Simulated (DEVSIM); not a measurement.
System: GaP/Si n-p heterojunction, at 400 K.

```csv
layer (left to right),material,thickness (μm),Nd (cm⁻³),Na (cm⁻³),τn (s),τp (s)
1,GaP,0.0760,1.7e17,-,2e-7,2e-7
2,Si,2.60,-,4.6e17,2e-7,2e-7
```

Left contact: ohmic. Right contact: ohmic. Voltage is applied to the left contact. Recombination: SRH at mid-gap, radiative, Auger. Mobility is μmin + (μ − μmin)/(1 + (N/Nref)^α).

Constants are typed, rounded textbook-type inputs, not results; the design itself was drawn at random and stands for no fabricated device. Values at 300 K; Nc and Nv go as T^1.5, mobilities as T to minus their exponent, the gap by Varshni's rule with the affinity fixed.

```tsv
parameter	GaP	Si
gap (eV)	2.26	1.124
affinity (eV)	3.8	4.05
permittivity	11.1	11.7
Nc (cm⁻³)	1.8e19	2.86e19
Nv (cm⁻³)	1.9e19	3.1e19
μn (cm²/Vs)	250	1417
μp (cm²/Vs)	150	470
μn,min	10	52
μp,min	10	45
Nref,n	4.4e18	9.7e16
Nref,p	1e18	2.2e17
αn	0.8	0.68
αp	0.85	0.72
T exponent of μn	1.6	2.3
T exponent of μp	1.98	2.2
B (cm³/s)	1e-13	4.7e-15
Cn (cm⁶/s)	1e-30	2.8e-31
Cp (cm⁶/s)	1e-30	9.9e-32
Varshni α (eV/K)	0.00058	0.000473
Varshni β (K)	372	636
```

Model (solved in DEVSIM): 1D drift-diffusion, Boltzmann statistics, complete ionisation; no tunnelling, impact ionisation, image-force lowering or self-heating. Band offsets follow the typed affinities; no thermionic-emission limit at abrupt steps, no polarisation charge.

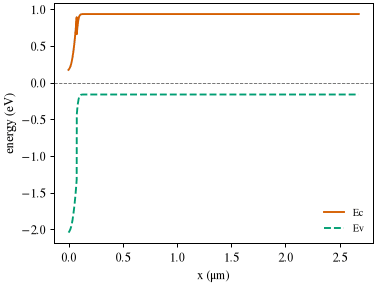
*Band edges at zero bias*

Energies count from the Fermi level of the right contact; mesh points crowd at the junctions.

| x (μm) | Ec (eV) | Ev (eV) | n (cm⁻³) | p (cm⁻³) | field (V/cm) |
|---|---|---|---|---|---|
| 0.000 | 0.176 | -2.042 | 1.7e17 | < 1e2 | 20000 |
| 0.004587 | 0.185 | -2.033 | 1.3e17 | < 1e2 | 22000 |
| 0.01298 | 0.207 | -2.011 | 6.9e16 | < 1e2 | 31000 |
| 0.02834 | 0.280 | -1.938 | 8.3e15 | < 1e2 | 66000 |
| 0.05599 | 0.566 | -1.651 | 2.0e12 | < 1e2 | 140000 |
| 0.06757 | 0.749 | -1.468 | 1.0e10 | < 1e2 | 170000 |
| 0.07390 | 0.865 | -1.353 | 3.5e8 | 270 | 190000 |
| 0.07936 | 0.715 | -0.382 | 4.4e10 | 7.4e14 | 160000 |
| 0.08750 | 0.824 | -0.272 | 1.8e9 | 1.8e16 | 110000 |
| 0.1051 | 0.922 | -0.174 | 1.1e8 | 3.0e17 | 19000 |
| 0.1389 | 0.936 | -0.160 | 7.0e7 | 4.6e17 | 170 |
| 0.2438 | 0.936 | -0.160 | 7.0e7 | 4.6e17 | ≈ 0 |
| 0.4159 | 0.936 | -0.160 | 7.0e7 | 4.6e17 | ≈ 0 |
| 0.7593 | 0.936 | -0.160 | 7.0e7 | 4.6e17 | ≈ 0 |
| 1.699 | 0.936 | -0.160 | 7.0e7 | 4.6e17 | ≈ 0 |
| 2.189 | 0.936 | -0.160 | 7.0e7 | 4.6e17 | ≈ 0 |
| 2.434 | 0.936 | -0.160 | 7.0e7 | 4.6e17 | ≈ 0 |
| 2.558 | 0.936 | -0.160 | 7.0e7 | 4.6e17 | ≈ 0 |
| 2.632 | 0.936 | -0.160 | 7.0e7 | 4.6e17 | ≈ 0 |
| 2.657 | 0.936 | -0.160 | 7.0e7 | 4.6e17 | ≈ 0 |
| 2.669 | 0.936 | -0.160 | 7.0e7 | 4.6e17 | ≈ 0 |
| 2.676 | 0.936 | -0.160 | 7.0e7 | 4.6e17 | ≈ 0 |
